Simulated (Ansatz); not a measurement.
**SO2 (sulfur dioxide) at B2PLYP/STO-3G**

Aim: the electronic atomisation energy of SO2 (sulfur dioxide) at B2PLYP/STO-3G, from 3 runs. 

The calculation is run with Ansatz 0.2.0.

57 further runs of the same task are left out: 19 that didn't finish, 38 set aside as unsound or not needed.

**1. The system as given**

SO2: 3 atoms, total charge 0, spin state singlet. SMILES: `O=S=O`. The coordinates come from a PBE0-D4/def2-TZVP relaxation.

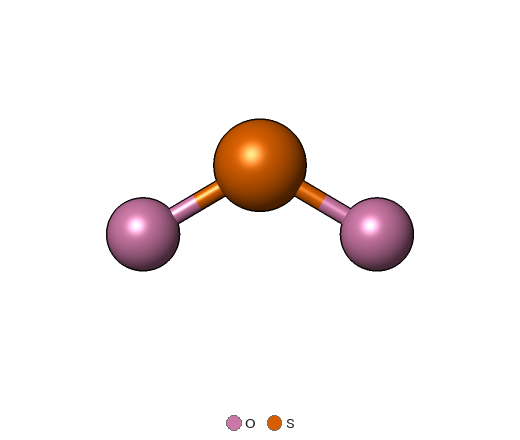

Viewed from a chosen angle; oxygen pink, sulfur orange.

**2. A single-point energy at B2PLYP/STO-3G**

input.yaml reads:

```yaml
basis:
  gaussian:
    orbitals: STO-3G
crystal:
  periodic: [false, false, false]
  atoms:
    - {symbol: O, position_ang: [-0.974420, 0.645900, -0.459510]}
    - {symbol: S, position_ang: [0.269520, 0.357380, 0.186790]}
    - {symbol: O, position_ang: [0.704900, -1.003280, 0.272720]}
magnetization:
  spin_polarized: false
hamiltonian:
  xc: {name: B2PLYP}
correlation:
  frozen_orbitals: {O: 1, S: 5}
accuracy: high
```

Started as:

```console
ansatz run input.yaml --threads 1 --pin off --max-ram 3480MiB --events-out events.jsonl --progress --plain --runs-dir runs
```

The log of the run:

```text
Warning: RAYON_NUM_THREADS=1 ignored (pool sized by the plan → 1); use --threads N
Functional definition: B2PLYP
  name "B2PLYP"
  parameter a = 0.53
  parameter c = 0.27
  exchange = (1 - a)*b88_x + a*exact_x
  correlation = (1 - c)*lyp_c + c*(mp2_os + mp2_ss)
337 factors; integrals over basis functions are off by at most 2.4e-8 eV
mean field evaluation 1: about -14729.7969 eV, gradient 3.9e1 eV
mean field evaluation 2: about -14729.8322 eV, gradient 3.9e1 eV
mean field evaluation 4: about -14735.3943 eV, gradient 9.3e-1 eV
mean field evaluation 8: about -14735.3956 eV, gradient 2.8e-3 eV
mean field evaluation 16: about -14735.3956 eV, gradient 2.4e-8 eV
mean field -14735.39560332 eV, -541.5158004123 hartree, gradient 2.0e-8 eV, S^2 0.000000; 0 other end points of the search recorded, 0 dependent functions left out; unrestricted orbitals would lower it
7 core orbitals not correlated: weight in the atoms' cores, before any rotation towards them, 1.000 or more for the frozen orbitals, at most 0.000 for the correlated occupied ones
reference -14735.39561466 eV, -541.5158008289 hartree; 9, 9 occupied and 3, 3 virtual orbitals, 337 factors
second order -8.11200171 eV of doubles, -0.00000000 eV of singles
Total energy: -14737.58585512 eV, -541.5962906812 hartree
```

Wall time 1.1 s (1 thread of Arm Neoverse V1, shared host); peak memory 0.09 GiB.

**3. The O atom**

input.yaml reads:

```yaml
crystal:
  periodic: [false, false, false]
  atoms:
    - {symbol: O, position_ang: [0.000000, 0.000000, 0.000000]}
basis:
  gaussian:
    orbitals: STO-3G
magnetization:
  spin_polarized: true
  initial_magnetization: 2
hamiltonian:
  xc: {name: B2PLYP}
correlation:
  frozen_orbitals: {O: 1}
accuracy: high
```

Started as:

```console
ansatz run input.yaml --threads 1 --pin off --max-ram 3480MiB --events-out events.jsonl --progress --plain --runs-dir runs
```

The log of the run (excerpt; [...] marks lines left out):

```text
Warning: RAYON_NUM_THREADS=1 ignored (pool sized by the plan → 1); use --threads N
[... 6 set-up lines as earlier in the session ...]
15 factors; integrals over basis functions are off by at most 1.1e-9 eV
mean field evaluation 1: about -2012.7424 eV, gradient 6.0e-12 eV
mean field evaluation 2: about -2012.7429 eV, gradient 5.9e-12 eV
mean field -2012.74293129 eV, -73.9669384388 hartree, gradient 0.0e0 eV, S^2 2.000000; 0 other end points of the search recorded, 0 dependent functions left out
1 core orbitals not correlated: weight in the atoms' cores, before any rotation towards them, 1.000 or more for the frozen orbitals, at most 0.000 for the correlated occupied ones
reference -2012.74293782 eV, -73.9669386789 hartree; 4, 2 occupied and 0, 2 virtual orbitals, 15 factors
second order 0.00000000 eV of doubles, 0.00000000 eV of singles
Total energy: -2012.74293782 eV, -73.9669386789 hartree
```

Run time: 0.18 s. Hardware: 1 thread of Arm Neoverse V1, shared host.

**4. The S atom at the same level**

job.yaml reads:

```yaml
basis:
  gaussian:
    orbitals: STO-3G
crystal:
  periodic: [false, false, false]
  atoms:
    - {symbol: S, position_ang: [0.000000, 0.000000, 0.000000]}
magnetization:
  spin_polarized: true
  initial_magnetization: 2
hamiltonian:
  xc: {name: B2PLYP}
correlation:
  frozen_orbitals: {S: 5}
accuracy: high
```

Run the same way, it converges to -393.52933 Eh (log not shown).

**5. Summary of results**

Level: B2PLYP/STO-3G, 7 core orbitals frozen.

| quantity | value |
| --- | --- |
| molecule: total energy | -541.59629 Eh |
| O atom: total energy | -73.96694 Eh |
| O atom: ⟨S²⟩ | 2.000 |
| S atom: total energy | -393.52933 Eh |
| S atom: ⟨S²⟩ | 2.000 |
| electronic atomisation energy | 3.621 eV |

**Reading.** Taking the molecule apart into free atoms costs 3.62 eV (349 kJ/mol), before zero-point energy and without spin-orbit coupling. In a minimal basis such a difference can be off by several eV, whatever the method. The restricted solution (molecule) is unstable to spin breaking: an unrestricted one lies lower.
